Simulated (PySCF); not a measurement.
C3H10F3NOSi2

```xyz
20

C    -1.2924   -1.4980    0.8578
N    -1.0946   -0.1991    0.2508
C    -2.2850    0.6236    0.3218
Si    0.1432    0.0209   -0.9036
O     1.4886   -0.6793   -0.3870
Si    2.9046   -0.9652    0.3817
C     0.4837    1.9294   -0.9797
F     0.5216    2.5408    0.2215
F     1.6705    2.1946   -1.5638
F    -0.4317    2.6130   -1.7054
H    -0.3639   -2.0590    0.8184
H    -2.0714   -2.0650    0.3385
H    -1.5906   -1.3726    1.9005
H    -3.1223    0.1554   -0.2056
H    -2.1003    1.5980   -0.1186
H    -2.5685    0.7607    1.3676
H    -0.0254   -0.4161   -2.2893
H     3.0589   -2.4126    0.2426
H     3.9240   -0.2008   -0.3269
H     2.7456   -0.5582    1.7756
```

Geometry: GFN2-xTB.

Computed with PySCF 2.14.0, PBE0/pcSseg-1, SCF density, gas phase, non-relativistic.

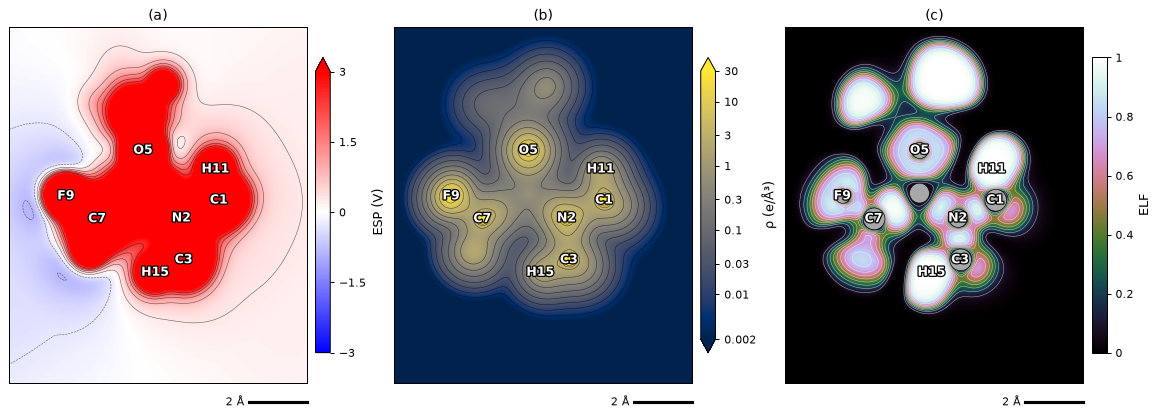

Figure 1. (a) electrostatic potential; (b) total electron density; (c) ELF on the plane of atoms N2, C3 and H15. Grey discs cover the atomic cores in the ELF map.

Question: Read the bonding off the picture.

Answer:
- Atoms in the plane: C, N, O, F and H.
- C–F (1.35 Å): the density is about 2.3 e/Å³ at the midpoint, with its minimum of 1.8 e/Å³ about 0.5 Å from C; the ELF peaks at about 0.85 between the atoms, as expected for a shared but strongly polarised pair.
- C–N (1.45 Å): the density is about 1.9 e/Å³ at the midpoint; the ELF peaks at about 0.90 between the atoms (a covalent bond).
- C–H (1.09 Å): ρ is about 2 e/Å³ halfway; the ELF climbs to about 1 towards the hydrogen, as it does in any bond to H; an ordinary covalent bond to hydrogen.
- The ELF also peaks beside F10, F9 and O5, away from the bonds: lone-pair regions.
- Outside the dense part of the molecule the potential is most negative (−0.9 V) near F9.

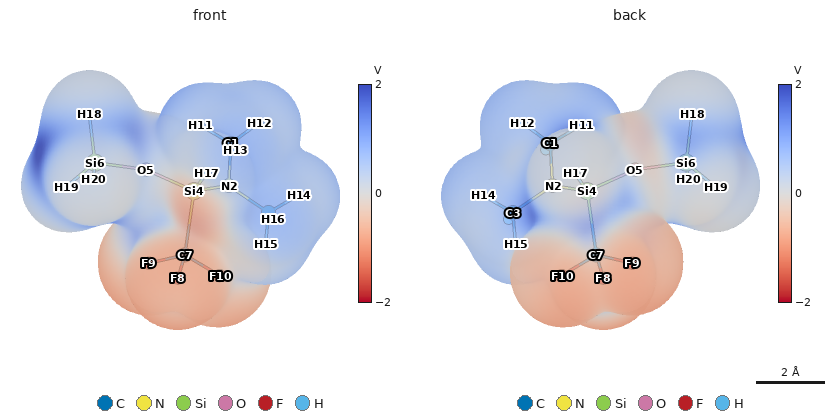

Figure 2. The electrostatic potential painted on the density surface at 0.002 e/bohr³, seen from the front and from behind; the colour scale runs from red (negative) to blue (positive).

Question: Which sites attract a positive test charge, and which a negative one?

Answer: A positive charge is drawn to the negative regions and a negative charge to the positive ones. The most negative region (about −0.8 V) lies over N2, F8, F9 and F10, the most positive (about +1.9 V) over Si6.

Question: How polar is the molecule by this calculation?

Answer: Its dipole moment is 3.03 D.
